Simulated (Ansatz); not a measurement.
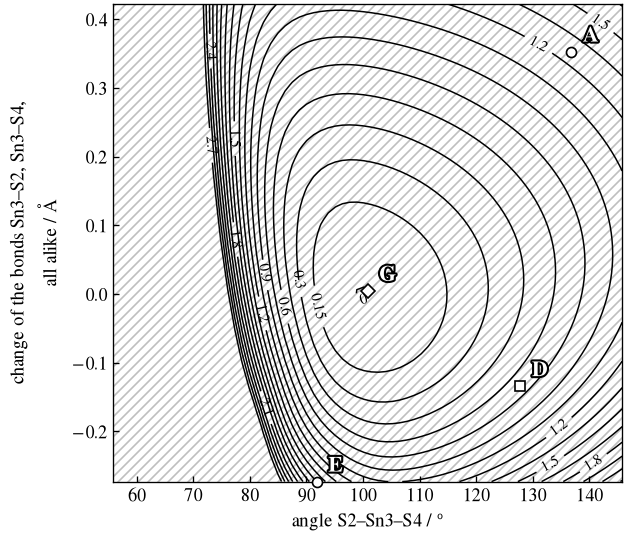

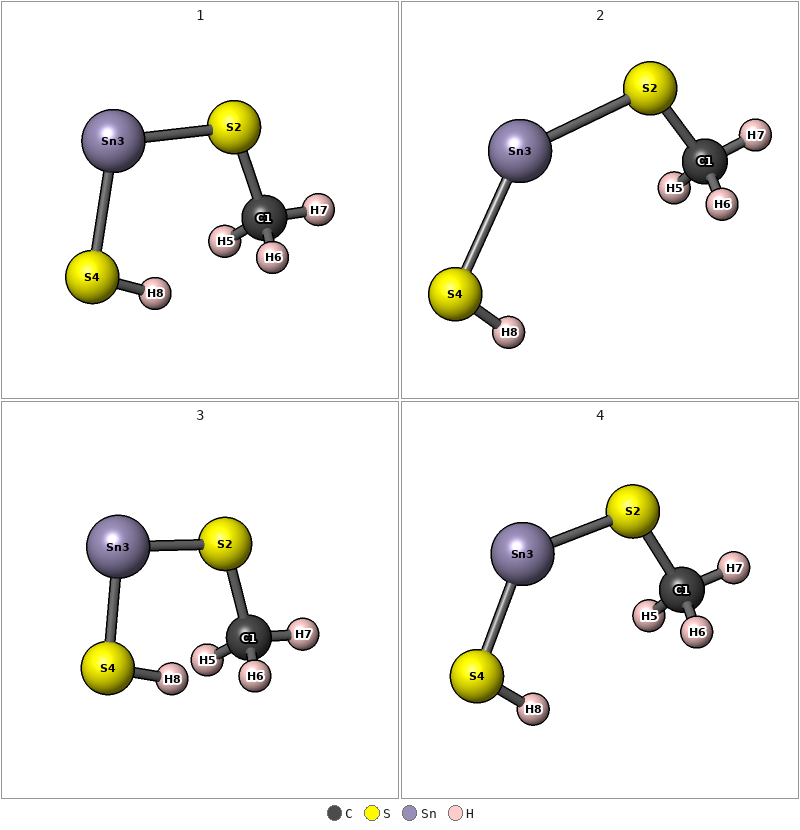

CH4S2Sn, SMILES C[S][Sn][SH]. The first coordinate is: angle S2–Sn3–S4; the second: change of the bonds Sn3–S2, Sn3–S4, all alike. Nothing is relaxed (all other coordinates rigid). The scan uses an 11 × 11 grid. At 14 points there is no value (left out of the scan, as a rule where atoms come close). Points are written as (first, second). Energies: eV, counted from the relaxed molecule at the same level. Computed with Ansatz, RKS PBE-D4/def2-SVP.

Drawn: contour lines labelled in eV (none above 2.7), hatched blanks where no value was computed, lettered points. Between grid points the surface is interpolated. The numbered pictures are the structures at these points, in random order.

> Which structure belongs to which point?

A is structure 2: (136.8°, 0.353 Å), 1.27 eV; D is structure 4: (127.8°, −0.134 Å), 0.68 eV; E is structure 3: (91.8°, −0.273 Å), 1.65 eV; G is structure 1: (100.8°, 0.005 Å), 0.00 eV.
